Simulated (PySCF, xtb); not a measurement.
Breaking a bond: Na2, singlet.

Methods: UKS-B3LYP/6-31G* = PySCF with unrestricted B3LYP/6-31G*, spherical d; GFN1-xTB (xtb); RMP2/6-31G* = restricted MP2 (frozen core)/6-31G*, spherical d in PySCF.

Energies are in kJ/mol, each relative to the lowest point of its own curve near equilibrium.

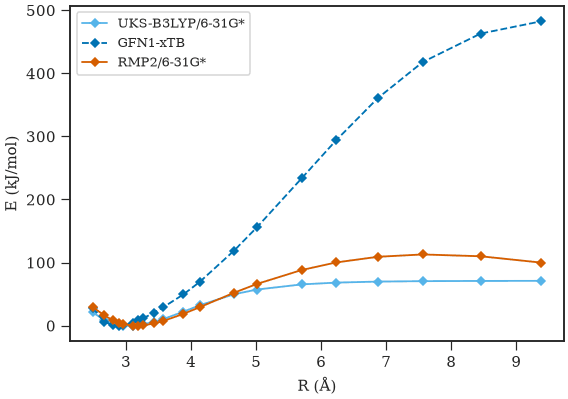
Fig. 1. Energy against bond length for each method.

```tsv
R / Å	UKS-B3LYP/6-31G*	GFN1-xTB	RMP2/6-31G*
2.49	21.0	28.3	29.4
2.66	9.1	6.3	16.5
2.80	3.3	0.5	8.3
2.89	1.1	0.0	4.4
2.96	0.2	0.8	2.3
3.10	0.0	4.7	0.1
3.19	0.9	8.2	0.0
3.26	2.0	11.5	0.5
3.43	6.1	20.5	3.4
3.57	10.4	29.0	7.3
3.88	22.0	49.4	18.6
4.13	32.2	69.1	29.2
4.66	49.7	118.9	52.1
5.01	57.2	155.7	66.0
5.70	65.3	233.6	88.2
6.23	68.2	293.9	100.2
6.87	69.8	360.6	109.1
7.56	70.5	417.8	112.8
8.45	70.9	463.0	110.0
9.38	71.0	482.4	99.9
```

At the longest distance, 9.38 Å, GFN1-xTB lies highest above its minimum (482.4 kJ/mol) and UKS-B3LYP/6-31G* lowest (71.0 kJ/mol).

The RMP2/6-31G* curve passes through a maximum at 7.56 Å and then falls by 12.9 kJ/mol up to the last usable point.

The unrestricted determinant behind UKS-B3LYP/6-31G* is spin-contaminated at 4.66 to 9.38 Å (<S²> up to 1.0, against 0.00 for a pure singlet). The restricted form behind RMP2/6-31G* keeps the bonding electrons paired and can't separate into open-shell fragments.
